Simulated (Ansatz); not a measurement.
# doublet BrCl− at 6 levels

Wanted: a comparison of 6 runs (UHF/STO-3G, UB3LYP/6-31G*, U-wB97M-V/def2-TZVPPD, U-wB97X/def2-TZVPPD, UB3LYP/def2-TZVPPD, UMP2/def2-TZVPPD) of doublet BrCl−. 

The calculation is run with Ansatz 0.2.0.

35 further runs of the same task are left out: 35 set aside as unsound or not needed.

### 1 The structure to begin with

The species is BrCl− (2 atoms), meant as a doublet with charge -1. As SMILES of the parent species, `ClBr`. The bond length is the one measured for the parent species. That shape belongs to the parent species and isn't relaxed for this state.

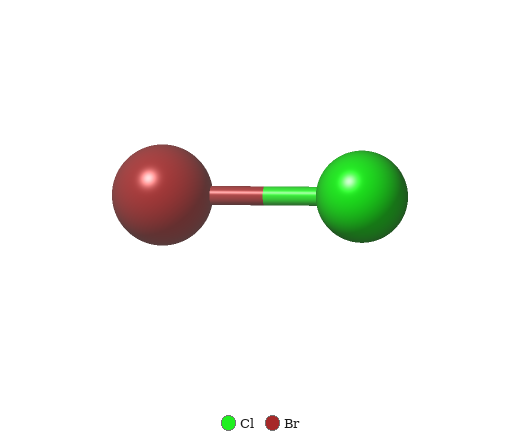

Viewed from a chosen angle; chlorine green, bromine red.

### 2 A single-point energy at UHF/STO-3G (run 1)

run.yaml

```yaml
crystal:
  periodic: [false, false, false]
  atoms:
    - symbol: Cl
      position_ang: [0.000000, 0.000000, 0.000000]
    - symbol: Br
      position_ang: [0.000000, 0.000000, 2.136065]
basis:
  gaussian: {orbitals: STO-3G}
total_charge: -1
magnetization: {spin_polarized: true, initial_magnetization: 1}
hamiltonian: {xc: hf}
accuracy: high
output: {orbitals: {seedname: orbitals}}
```

The run is started by

```console
$ ansatz run run.yaml --threads 1 --pin off --max-ram 3480MiB --events-out events.jsonl --progress --plain --runs-dir runs
```

Log:

```text
Warning: RAYON_NUM_THREADS=1 ignored (pool sized by the plan → 1); use --threads N
Functional definition: HF
  name "HF"
  exchange = exact_x
  correlation = 0
370 factors; integrals over basis functions are off by at most 5.9e-9 eV
mean field evaluation 1: about -81608.8858 eV, gradient 2.3e0 eV
mean field evaluation 2: about -81608.9964 eV, gradient 2.3e0 eV
mean field evaluation 4: about -81609.0457 eV, gradient 5.7e-2 eV
mean field evaluation 8: about -81609.0458 eV, gradient 7.3e-7 eV
mean field -81609.04576680 eV, -2999.0771153319 hartree, gradient 8.5e-9 eV, S^2 0.750000; 0 other end points of the search recorded, 0 dependent functions left out
reference -81609.04576680 eV, -2999.0771153319 hartree; 27, 26 occupied and 0, 1 virtual orbitals, 370 factors
Total energy: -81609.04576680 eV, -2999.0771153319 hartree
```

Wall time 0.18 s (1 thread of Arm Neoverse V1, shared host).

### 3 A single-point energy at UB3LYP/6-31G(d) (spherical functions) (run 2)

input.yaml

```yaml
crystal:
  periodic: [false, false, false]
  atoms:
    - {symbol: Cl, position_ang: [0.000000, 0.000000, 0.000000]}
    - {symbol: Br, position_ang: [0.000000, 0.000000, 2.136065]}
basis:
  gaussian:
    orbitals: 6-31G_st_-spherical.json
total_charge: -1
magnetization:
  spin_polarized: true
  initial_magnetization: 1
hamiltonian:
  xc: {name: B3LYP}
accuracy: high
output: {orbitals: {seedname: orbitals}}
```

The basis set 6-31G* is read from a file made from the Basis Set Exchange's data (not shown).

The run is started by

```console
$ ansatz run input.yaml --threads 1 --pin off --max-ram 3480MiB --events-out events.jsonl --progress --plain --runs-dir runs
```

Log:

```text
Warning: RAYON_NUM_THREADS=1 ignored (pool sized by the plan → 1); use --threads N
Functional definition: B3LYP
  name "B3LYP"
  parameter a0 = 0.2
  parameter ax = 0.72
  parameter ac = 0.81
  exchange = (1 - a0 - ax)*slater_x + ax*b88_x + a0*exact_x
  correlation = (1 - ac)*vwn_rpa_c + ac*lyp_c
840 factors; integrals over basis functions are off by at most 4.3e-9 eV
mean field evaluation 1: about -82560.2510 eV, gradient 1.5e1 eV
mean field evaluation 2: about -82560.2304 eV, gradient 1.6e1 eV
mean field evaluation 4: about -82561.3002 eV, gradient 3.8e-1 eV
mean field evaluation 8: about -82561.3644 eV, gradient 1.1e-2 eV
mean field evaluation 16: about -82561.3644 eV, gradient 2.2e-6 eV
mean field -82561.36437614 eV, -3034.0741787204 hartree, gradient 9.0e-8 eV, S^2 0.751421; 0 other end points of the search recorded, 0 dependent functions left out
reference -82561.36440190 eV, -3034.0741796672 hartree; 27, 26 occupied and 23, 24 virtual orbitals, 840 factors
Total energy: -82561.36440190 eV, -3034.0741796672 hartree
```

It took 4.5 s on 1 thread of Arm Neoverse V1, shared host; peak memory 0.18 GiB.

Run 3 isn't shown in full; the table further down has it.

### 4 A single-point energy at U-wB97X/def2-TZVPPD (run 4)

molecule.yaml

```yaml
crystal:
  periodic: [false, false, false]
  atoms:
    - {symbol: Cl, position_ang: [0.000000, 0.000000, 0.000000]}
    - {symbol: Br, position_ang: [0.000000, 0.000000, 2.136065]}
basis:
  gaussian: {orbitals: def2-TZVPPD.json}
total_charge: -1
magnetization: {spin_polarized: true, initial_magnetization: 1}
hamiltonian: {xc: {name: wB97X}}
accuracy: high
output: {orbitals: {seedname: orbitals}}
```

The basis set def2-TZVPPD is read from a file made from the Basis Set Exchange's data (not shown).

The run is started by

```console
$ ansatz run molecule.yaml --threads 1 --pin off --max-ram 3480MiB --events-out events.jsonl --progress --plain --runs-dir runs
```

Log (excerpt; [...] marks lines left out):

```text
Warning: RAYON_NUM_THREADS=1 ignored (pool sized by the plan → 1); use --threads N
Functional definition: wB97X
  name "wB97X"
[...]
      + exact_x_lr(omega)
[...]
      + integral(e_c_pw_opposite_spin*poly(b97_u_opposite, 1, cos1, cos2, cos3, cos4))
1351 factors; integrals over basis functions are off by at most 4.2e-9 eV
315 factors; integrals over basis functions are off by at most 2.6e-9 eV
[...]
mean field -82570.60758868 eV, -3034.4138605161 hartree, gradient 9.2e-8 eV, S^2 0.754248; 0 other end points of the search recorded, 0 dependent functions left out
reference -82570.60758740 eV, -3034.4138604689 hartree; 27, 26 occupied and 81, 82 virtual orbitals, 1351 factors
Total energy: -82570.60758740 eV, -3034.4138604689 hartree
```

Wall time 46 s (1 thread of Arm Neoverse V1, shared host); peak memory 0.68 GiB.

Run 5 isn't shown in full; the table further down has it.

### 5 The energy at UMP2/def2-TZVPPD (run 6)

in.yaml

```yaml
crystal:
  periodic: [false, false, false]
  atoms:
    - {symbol: Cl, position_ang: [0.000000, 0.000000, 0.000000]}
    - {symbol: Br, position_ang: [0.000000, 0.000000, 2.136065]}
basis:
  gaussian:
    orbitals: def2-TZVPPD.json
correlation:
  method: mp2
  frozen_orbitals: {Br: 9, Cl: 5}
accuracy: high
total_charge: -1
magnetization:
  spin_polarized: true
  initial_magnetization: 1
```

The basis set def2-TZVPPD is read from a file made from the Basis Set Exchange's data (not shown).

The run is started by

```console
$ ansatz run in.yaml --threads 1 --pin off --max-ram 3480MiB --events-out events.jsonl --progress --plain --runs-dir runs
```

Log (excerpt; [...] marks lines left out):

```text
Warning: RAYON_NUM_THREADS=1 ignored (pool sized by the plan → 1); use --threads N
Functional definition: HF
  name "HF"
[...]
1351 factors; integrals over basis functions are off by at most 4.2e-9 eV
[...]
mean field -82502.84202620 eV, -3031.9235220282 hartree, gradient 2.4e-8 eV, S^2 0.764635; 0 other end points of the search recorded, 0 dependent functions left out
14 core orbitals not correlated: weight in the atoms' cores, before any rotation towards them, 1.000 or more for the frozen orbitals, at most 0.000 for the correlated occupied ones
reference -82502.84202620 eV, -3031.9235220282 hartree; 13, 12 occupied and 81, 82 virtual orbitals, 1351 factors
second order -13.20283096 eV of doubles, -0.00000000 eV of singles
Total energy: -82516.04485716 eV, -3032.4087171166 hartree
```

Wall time 5.1 s (1 thread of Arm Neoverse V1, shared host); peak memory 0.46 GiB.

### 6 Overview of the runs

```tsv
run	level	frozen core orbitals	energy (Eh)	HOMO energy (eV)	LUMO energy (eV)	⟨S²⟩	wall time
1	UHF/STO-3G	–	-2999.077115	4.03	15.67	0.750	0.18 s
2	UB3LYP/6-31G* (spherical functions)	–	-3034.074180	1.80	4.31	0.751	4.5 s
3	U-wB97M-V/def2-TZVPPD	–	-3034.221600	-0.94	4.10	0.753	80 s
4	U-wB97X/def2-TZVPPD	–	-3034.413860	-1.09	5.20	0.754	46 s
5	UB3LYP/def2-TZVPPD	–	-3034.438488	1.01	2.97	0.752	12 s
6	UMP2/def2-TZVPPD	14	-3032.408717	–	–	0.765	5.1 s
```

### 7 Outcome

```
                                           quantity           value
                                run 6: total energy  -3032.40872 Eh
run 6: correlation energy (14 core orbitals frozen)      -485.2 mEh
           run 6: ⟨S²⟩ of the reference determinant           0.765
```

What this shows: Totals of different functionals can't be ranked against each other. In runs 1, 2, 5 the HOMO lies above zero, so the outermost electron may be held by the basis alone. In run 1 the basis is minimal, so the values are rough. All runs together took 2.5 min, the longest 80 s.
